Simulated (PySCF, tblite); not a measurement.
# C₃H₈BClSi: geometry, infrared bands and NMR shifts

Aim: predict the infrared bands and NMR shifts of C₃H₈BClSi (`BC[Si@@H](Cl)C=C`).

Programs: tblite 0.8.0 and PySCF 2.14.0, with density-fitted response routines of our own. Each step states its level of theory. These are calculated values for one molecule in the gas phase, unless marked as measured. Atoms are numbered from 0 throughout.

## Step 1: The molecule as given

14 atoms, charge 0, multiplicity 1; geometry from: force field or distance geometry start.

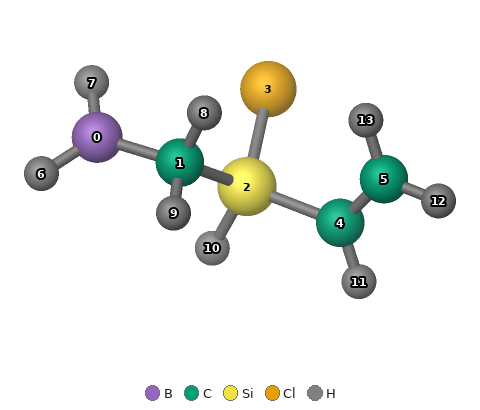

As it starts; boron purple, carbon teal, silicon yellow, chlorine amber, hydrogen grey, atoms numbered; sticks join atoms by distance.

## Step 2: Relaxing the molecule with GFN2-xTB

Job settings and geometry (Å):

```
{"job": {"kind": "relax", "xc": "GFN2-xTB", "basis": "xTB"}, "charge": 0, "multiplicity": 1}
B      2.484800     0.202400    -0.682300
C      1.011300     0.663400    -0.265200
Si    -0.151600    -0.793900    -0.355500
Cl     0.384100    -2.250700     1.024900
C     -1.880300    -0.215700     0.006700
C     -2.195500     0.344500     1.166300
H      3.007800     0.714200    -1.611300
H      3.051800    -0.619500    -0.057500
H      1.042100     1.041900     0.785400
H      0.661400     1.460100    -0.932500
H     -0.121200    -1.362300    -1.715400
H     -2.646600    -0.339200    -0.760100
H     -3.211200     0.678300     1.368000
H     -1.437500     0.476000     1.941600
```

Started as:

```sh
OMP_NUM_THREADS=1 python probes_run.py task.json out
```

One launch serves the whole session: the jobs run in the order shown.

**Question.** This job is followed by: GFN2-xTB harmonic vibrations, gas phase; GIAO PBE0/pcSseg-1 NMR shielding, non-relativistic, gas phase. What will the session give for the following? strongest single infrared mode (GFN2-xTB); zero-point energy (GFN2-xTB); 13C shifts against TMS (PBE0/pcSseg-1); 1H shifts against TMS (PBE0/pcSseg-1, means over atoms taken as alike); 11B shifts against BF3·OEt2 (PBE0/pcSseg-1); 29Si shifts against TMS (PBE0/pcSseg-1); 35Cl shifts against HCl (PBE0/pcSseg-1).

The runs gave:

| quantity | value |
| --- | --- |
| strongest single infrared mode (GFN2-xTB) | 2214 cm⁻¹, 251 km/mol |
| zero-point energy (GFN2-xTB) | 61.8 kcal/mol |
| 13C shifts against TMS (PBE0/pcSseg-1) | 144.1, 142.0, 35.4 ppm |
| 1H shifts against TMS (PBE0/pcSseg-1, means over atoms taken as alike) | 7.96, 6.64, 6.39, 6.39, 5.55, 2.43, 1.94 ppm |
| 11B shifts against BF3·OEt2 (PBE0/pcSseg-1) | 86.2 ppm |
| 29Si shifts against TMS (PBE0/pcSseg-1) | -11.0 ppm |
| 35Cl shifts against HCl (PBE0/pcSseg-1) | -27 ppm |

**Reading.** Over 182 steps the energy fell by 0.220 eV; of the close pairs, Si2–Cl3 changed most, 2.077 to 2.022 Å. All 36 modes are real, so the xTB geometry is a minimum. The strongest single mode, at 2214 cm⁻¹, moves mainly H10. GFN2-xTB is a fitted tight-binding method: band positions and strengths are rough. Its intensities can rank the bands wrongly. The most deshielded carbon is C5 (terminal =CH2 carbon), at 144.1 ppm: as expected for a trigonal carbon in a double bond. At PBE0/pcSseg-1: Shielding is most anisotropic at C5 (span 259 ppm, paramagnetic term -210 ppm).
